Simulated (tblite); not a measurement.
Run report: C₃H₅GeN₂O (charge −1), saddle-point search

The run: saddle-point search of C₃H₅GeN₂O, charge −1, SMILES [GeH3][O]c1c[n-]cn1. Method and program: GFN2-xTB saddle search (eigenvector following) and harmonic vibrations, gas phase (tblite 0.8.0).

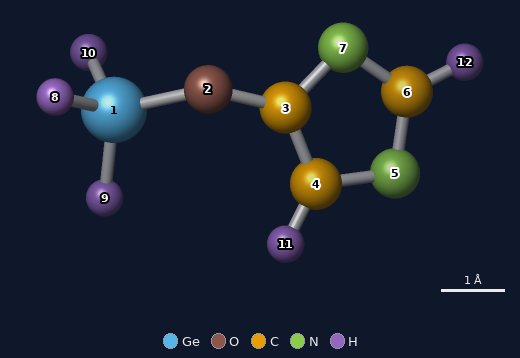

Figure 1. The input geometry (ball-and-stick view, seen at a tilt; atoms are numbered from 1 in the order of the input). Sticks mark near contacts.

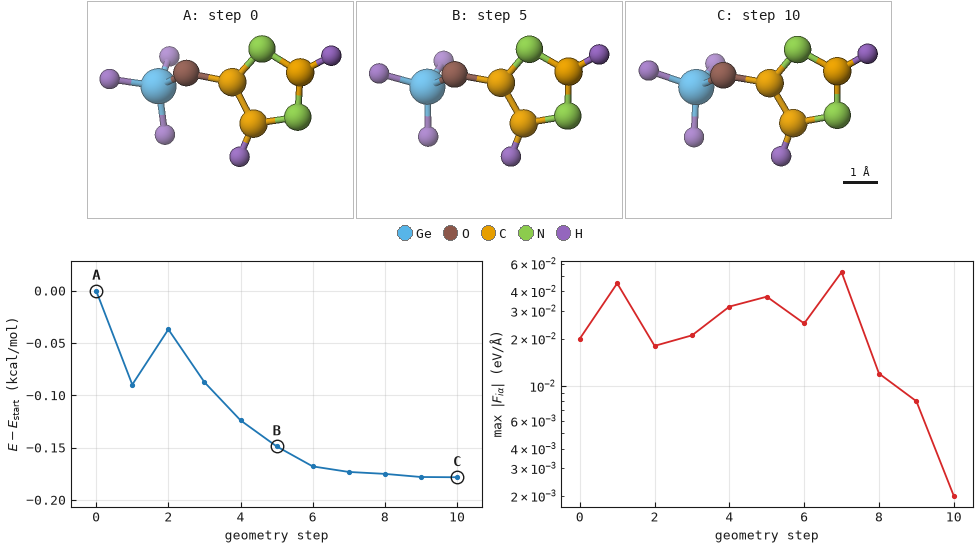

Figure 2. Frames of the saddle-point search (ball-and-stick view, seen at a tilt) above the curves, on which the letters mark them (steps are counted from 0).

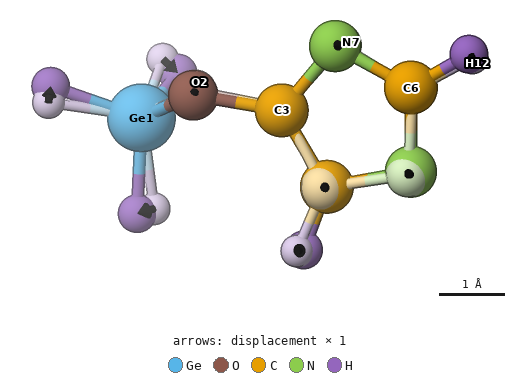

Figure 3. Start (faint) and end (solid) with the displacements as black arrows, at true length (ball-and-stick view, seen at a tilt). The two geometries are laid on each other by the best rigid fit. The largest moves after the best rigid fit, 0.32 Å, are those of H9 and H10. By element the largest moves are H 0.32 Å, N 0.13 Å, C 0.12 Å, O 0.09 Å, Ge 0.05 Å. Distances before and after: Ge1–H10 1.517 → 1.513 Å. Over 10 geometry steps the energy falls by 0.18 kcal/mol. The largest force component goes from 0.02 to 0.002 eV/Å. (Atoms are counted from 1 in the order of the input.)

The input that produced these results follows, with the program's output.

### The input
```
{"job": {"xc": "GFN2-xTB", "basis": "xTB", "kind": "saddle"}, "charge": -1, "multiplicity": 1}
Ge    -2.249059     0.431057     0.009987
O     -0.842430     0.243018     0.950593
C      0.441005     0.013032     0.435362
C      0.864484    -1.041324    -0.337185
N      2.201194    -0.902202    -0.553546
C      2.493484     0.222914     0.092454
N      1.476567     0.837058     0.709827
H     -3.340445     0.330559     1.044680
H     -2.449159    -0.646584    -1.030532
H     -2.380440     1.757330    -0.715028
H      0.288623    -1.869080    -0.726293
H      3.496176     0.624222     0.119680
```

The first line tells a small driver script what to run in tblite; the rest is the geometry in Å.

Launched with:
```bash
OMP_NUM_THREADS=1 python <driver script> task.json out
```

### Log
```
step      E/eV     max force
  0    -572.49881   0.0267
  1    -572.50270   0.0530
  2    -572.50041   0.0210
  3    -572.50260   0.0245
  4    -572.50418   0.0379
  5    -572.50526   0.0443
  6    -572.50609   0.0302
  7    -572.50632   0.0661
  8    -572.50640   0.0150
  9    -572.50653   0.0100
 10    -572.50654   0.0030
lowest wavenumbers (cm-1): -47.1 74.0 113.0 288.3 366.2 471.2
```

### Trajectory as extended XYZ (Å, eV, eV/Å), 11 frames, from step=0 to step=10
```
12
Properties=species:S:1:pos:R:3:forces:R:3 step=0 energy=-572.49881
Ge   -2.2491    0.4311    0.0100    0.0020   0.0020   0.0000
O    -0.8424    0.2430    0.9506   -0.0080  -0.0190   0.0050
C     0.4410    0.0130    0.4354    0.0090  -0.0090  -0.0020
C     0.8645   -1.0413   -0.3372    0.0000   0.0080   0.0070
N     2.2012   -0.9022   -0.5535    0.0030  -0.0030  -0.0070
C     2.4935    0.2229    0.0925   -0.0170   0.0180   0.0100
N     1.4766    0.8371    0.7098   -0.0060  -0.0120  -0.0050
H    -3.3404    0.3306    1.0447    0.0010   0.0160  -0.0010
H    -2.4492   -0.6466   -1.0305   -0.0130  -0.0010   0.0040
H    -2.3804    1.7573   -0.7150    0.0200   0.0030  -0.0020
H     0.2886   -1.8691   -0.7263    0.0100  -0.0120  -0.0040
H     3.4962    0.6242    0.1197   -0.0030   0.0100  -0.0050
12
Properties=species:S:1:pos:R:3:forces:R:3 step=1 energy=-572.50270
Ge   -2.2471    0.4198    0.0173   -0.0220   0.0060  -0.0080
O    -0.8465    0.2121    0.9626   -0.0020  -0.0130  -0.0020
C     0.4378   -0.0003    0.4412    0.0160  -0.0230  -0.0120
C     0.8657   -1.0248   -0.3696   -0.0040   0.0230   0.0180
N     2.2021   -0.8727   -0.5802   -0.0020   0.0400   0.0240
C     2.4895    0.2303    0.1068   -0.0200  -0.0080  -0.0060
N     1.4700    0.8177    0.7458   -0.0010  -0.0450  -0.0280
H    -3.3378    0.4146    1.0612    0.0250   0.0120  -0.0290
H    -2.5019   -0.7033   -0.9673   -0.0080   0.0280   0.0230
H    -2.3166    1.7130   -0.7766    0.0130  -0.0340   0.0170
H     0.2943   -1.8415   -0.7893    0.0140   0.0070   0.0070
H     3.4905    0.6351    0.1480   -0.0070   0.0050  -0.0040
12
Properties=species:S:1:pos:R:3:forces:R:3 step=2 energy=-572.50041
Ge   -2.2478    0.4260    0.0127    0.0060   0.0000   0.0020
O    -0.8437    0.2330    0.9559   -0.0040  -0.0160   0.0040
C     0.4398    0.0090    0.4380   -0.0020  -0.0040   0.0030
C     0.8637   -1.0331   -0.3503    0.0040  -0.0060  -0.0020
N     2.2004   -0.8902   -0.5645    0.0040  -0.0070  -0.0100
C     2.4920    0.2252    0.0984   -0.0040   0.0120   0.0040
N     1.4749    0.8291    0.7248   -0.0070   0.0040   0.0060
H    -3.3386    0.3626    1.0497   -0.0070   0.0140   0.0070
H    -2.4680   -0.6699   -1.0041   -0.0120  -0.0060  -0.0010
H    -2.3561    1.7375   -0.7398    0.0180   0.0090  -0.0060
H     0.2888   -1.8556   -0.7519    0.0070  -0.0120  -0.0040
H     3.4946    0.6264    0.1310   -0.0040   0.0110  -0.0030
12
Properties=species:S:1:pos:R:3:forces:R:3 step=3 energy=-572.50260
Ge   -2.2470    0.4198    0.0168   -0.0100   0.0030  -0.0030
O    -0.8459    0.2154    0.9621   -0.0020  -0.0130   0.0000
C     0.4381    0.0013    0.4411    0.0060  -0.0140  -0.0050
C     0.8648   -1.0241   -0.3683    0.0000   0.0080   0.0080
N     2.2013   -0.8737   -0.5792    0.0000   0.0210   0.0100
C     2.4899    0.2293    0.1064   -0.0100  -0.0020  -0.0040
N     1.4712    0.8182    0.7447   -0.0040  -0.0210  -0.0120
H    -3.3370    0.4098    1.0592    0.0110   0.0120  -0.0130
H    -2.4985   -0.7010   -0.9689   -0.0090   0.0130   0.0120
H    -2.3208    1.7128   -0.7740    0.0150  -0.0160   0.0070
H     0.2926   -1.8405   -0.7868    0.0100   0.0000   0.0020
H     3.4914    0.6328    0.1470   -0.0060   0.0080  -0.0020
12
Properties=species:S:1:pos:R:3:forces:R:3 step=4 energy=-572.50418
Ge   -2.2463    0.4130    0.0207   -0.0180   0.0040  -0.0060
O    -0.8477    0.1999    0.9677   -0.0010  -0.0100  -0.0020
C     0.4367   -0.0056    0.4438    0.0100  -0.0170  -0.0080
C     0.8653   -1.0139   -0.3862   -0.0030   0.0150   0.0130
N     2.2018   -0.8572   -0.5933    0.0000   0.0320   0.0180
C     2.4883    0.2326    0.1145   -0.0120  -0.0090  -0.0070
N     1.4684    0.8068    0.7642   -0.0030  -0.0320  -0.0200
H    -3.3336    0.4557    1.0661    0.0180   0.0090  -0.0220
H    -2.5290   -0.7304   -0.9323   -0.0050   0.0230   0.0170
H    -2.2876    1.6843   -0.8071    0.0100  -0.0250   0.0130
H     0.2949   -1.8230   -0.8217    0.0110   0.0070   0.0070
H     3.4889    0.6375    0.1635   -0.0060   0.0050  -0.0030
12
Properties=species:S:1:pos:R:3:forces:R:3 step=5 energy=-572.50526
Ge   -2.2457    0.4058    0.0244   -0.0210   0.0030  -0.0080
O    -0.8488    0.1873    0.9724    0.0000  -0.0070  -0.0020
C     0.4357   -0.0110    0.4462    0.0120  -0.0160  -0.0090
C     0.8652   -1.0021   -0.4041   -0.0040   0.0190   0.0150
N     2.2018   -0.8406   -0.6070    0.0010   0.0370   0.0220
C     2.4874    0.2348    0.1232   -0.0120  -0.0140  -0.0100
N     1.4669    0.7951    0.7839   -0.0040  -0.0370  -0.0240
H    -3.3287    0.4998    1.0711    0.0200   0.0050  -0.0240
H    -2.5589   -0.7588   -0.8944   -0.0020   0.0260   0.0180
H    -2.2579    1.6524   -0.8398    0.0050  -0.0270   0.0150
H     0.2956   -1.8024   -0.8567    0.0110   0.0100   0.0090
H     3.4875    0.6396    0.1809   -0.0060   0.0020  -0.0030
12
Properties=species:S:1:pos:R:3:forces:R:3 step=6 energy=-572.50609
Ge   -2.2444    0.3980    0.0280   -0.0140   0.0030  -0.0050
O    -0.8499    0.1748    0.9786    0.0000  -0.0040  -0.0020
C     0.4346   -0.0167    0.4501    0.0090  -0.0110  -0.0070
C     0.8641   -0.9890   -0.4215   -0.0030   0.0130   0.0110
N     2.2006   -0.8227   -0.6216    0.0000   0.0250   0.0160
C     2.4861    0.2367    0.1311   -0.0080  -0.0100  -0.0060
N     1.4658    0.7820    0.8043   -0.0010  -0.0250  -0.0170
H    -3.3233    0.5434    1.0719    0.0130   0.0020  -0.0160
H    -2.5867   -0.7851   -0.8555   -0.0010   0.0170   0.0110
H    -2.2276    1.6175   -0.8713    0.0020  -0.0180   0.0110
H     0.2949   -1.7800   -0.8903    0.0060   0.0070   0.0060
H     3.4858    0.6412    0.1964   -0.0030   0.0010  -0.0020
12
Properties=species:S:1:pos:R:3:forces:R:3 step=7 energy=-572.50632
Ge   -2.2444    0.3848    0.0319   -0.0210   0.0030  -0.0120
O    -0.8482    0.1773    0.9832    0.0000  -0.0010  -0.0050
C     0.4356   -0.0139    0.4531    0.0190  -0.0100  -0.0100
C     0.8585   -0.9626   -0.4480   -0.0050   0.0290   0.0240
N     2.1968   -0.8012   -0.6404    0.0090   0.0480   0.0350
C     2.4898    0.2322    0.1459   -0.0130  -0.0290  -0.0210
N     1.4729    0.7649    0.8342   -0.0140  -0.0530  -0.0370
H    -3.3148    0.5922    1.0750    0.0180  -0.0030  -0.0250
H    -2.6155   -0.8302   -0.7982    0.0050   0.0290   0.0190
H    -2.2067    1.5639   -0.9200   -0.0030  -0.0290   0.0200
H     0.2835   -1.7348   -0.9420    0.0130   0.0230   0.0150
H     3.4925    0.6273    0.2251   -0.0060  -0.0060  -0.0040
12
Properties=species:S:1:pos:R:3:forces:R:3 step=8 energy=-572.50640
Ge   -2.2437    0.3936    0.0300   -0.0070   0.0010  -0.0020
O    -0.8505    0.1677    0.9819    0.0000  -0.0020  -0.0010
C     0.4341   -0.0201    0.4522    0.0040  -0.0050  -0.0040
C     0.8635   -0.9814   -0.4310   -0.0020   0.0060   0.0060
N     2.1999   -0.8124   -0.6296    0.0000   0.0120   0.0080
C     2.4854    0.2376    0.1355   -0.0040  -0.0050  -0.0030
N     1.4653    0.7744    0.8155    0.0000  -0.0120  -0.0090
H    -3.3197    0.5676    1.0713    0.0060   0.0010  -0.0080
H    -2.6024   -0.7988   -0.8336   -0.0010   0.0080   0.0050
H    -2.2110    1.5969   -0.8883    0.0010  -0.0090   0.0050
H     0.2944   -1.7671   -0.9086    0.0030   0.0030   0.0030
H     3.4849    0.6421    0.2048   -0.0020   0.0010  -0.0010
12
Properties=species:S:1:pos:R:3:forces:R:3 step=9 energy=-572.50653
Ge   -2.2433    0.3892    0.0320   -0.0050   0.0010  -0.0020
O    -0.8512    0.1596    0.9846    0.0000   0.0000  -0.0010
C     0.4336   -0.0239    0.4540    0.0030  -0.0030  -0.0030
C     0.8635   -0.9740   -0.4410   -0.0010   0.0050   0.0040
N     2.1997   -0.8019   -0.6377   -0.0010   0.0080   0.0060
C     2.4847    0.2389    0.1403   -0.0030  -0.0040  -0.0020
N     1.4644    0.7665    0.8269    0.0010  -0.0080  -0.0060
H    -3.3156    0.5935    1.0714    0.0050  -0.0010  -0.0060
H    -2.6204   -0.8127   -0.8107    0.0010   0.0060   0.0040
H    -2.1941    1.5758   -0.9060   -0.0010  -0.0060   0.0040
H     0.2948   -1.7543   -0.9279    0.0010   0.0030   0.0020
H     3.4838    0.6434    0.2141   -0.0010  -0.0010   0.0000
12
Properties=species:S:1:pos:R:3:forces:R:3 step=10 energy=-572.50654
Ge   -2.2431    0.3910    0.0319    0.0000   0.0000   0.0010
O    -0.8521    0.1543    0.9847    0.0000   0.0000   0.0000
C     0.4330   -0.0269    0.4541    0.0000   0.0000   0.0000
C     0.8652   -0.9784   -0.4382    0.0000  -0.0010  -0.0010
N     2.2008   -0.8028   -0.6362   -0.0020  -0.0010  -0.0010
C     2.4832    0.2410    0.1382    0.0000   0.0020   0.0020
N     1.4616    0.7676    0.8236    0.0020   0.0020   0.0010
H    -3.3159    0.5922    1.0705    0.0000   0.0000   0.0000
H    -2.6212   -0.8060   -0.8163    0.0000   0.0000   0.0000
H    -2.1912    1.5812   -0.9003    0.0000   0.0000   0.0000
H     0.2987   -1.7618   -0.9222   -0.0010  -0.0010  -0.0010
H     3.4811    0.6487    0.2101    0.0000   0.0000   0.0000
```

### Key numbers

```tsv
quantity	value
outcome	converged
total energy	−572.5065 eV
point group	C1
hardware	1 CPU thread, shared host
wall time	1.7 s
peak memory	0.19 GiB
```
